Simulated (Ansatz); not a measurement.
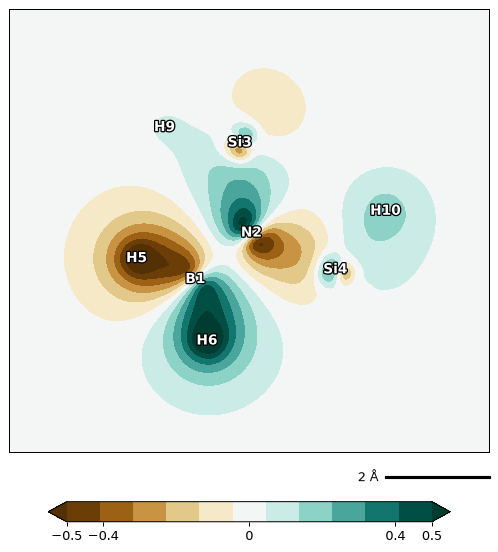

BH₈NSi₂ (SMILES BN([SiH3])[SiH3]). The HOMO−1 on the plane of atoms B1, N2 and Si4 (values in Å⁻³ᐟ²; the overall sign is arbitrary).

Geometry: PBE0-D3(BJ)/def2-SVP.

Method: isolated molecule in a Gaussian basis; Kohn-Sham density functional theory, functional PBE0 (Ansatz).

Input

```
crystal:
  periodic: [false, false, false]
  atoms:
    - symbol: B
      position_ang: [-1.503674, -0.280765, 0.147421]
    - symbol: "N"
      position_ang: [-0.856462, 0.837200, -0.423133]
    - symbol: Si
      position_ang: [-1.614051, 1.828609, -1.677935]
    - symbol: Si
      position_ang: [0.770987, 1.214411, 0.175106]
    - symbol: H
      position_ang: [-2.615564, -0.601691, -0.208891]
    - symbol: H
      position_ang: [-0.927724, -0.919810, 1.005393]
    - symbol: H
      position_ang: [-0.769670, 1.817978, -2.910380]
    - symbol: H
      position_ang: [-1.725908, 3.242268, -1.207800]
    - symbol: H
      position_ang: [-2.963461, 1.275469, -1.973345]
    - symbol: H
      position_ang: [1.248609, 2.423636, -0.561816]
    - symbol: H
      position_ang: [1.700548, 0.078767, -0.085640]
    - symbol: H
      position_ang: [0.736159, 1.508406, 1.635926]
basis:
  gaussian:
    orbitals: def2-TZVPD
hamiltonian:
  xc: pbe0
output: {forces: true, orbitals: {seedname: orbitals}}
```

Launched as:

```sh
ansatz run input.yaml --threads 2 --pin off --max-ram 4350MiB --events-out events.jsonl --progress --plain --runs-dir runs
```

> What is the character of this orbital?

By Hirshfeld shares it lies mainly on B1 (about 30 %), H5 (about 20 %), H6 (about 20 %) and N2 (about 10 %). Its energy is −8.76 eV.
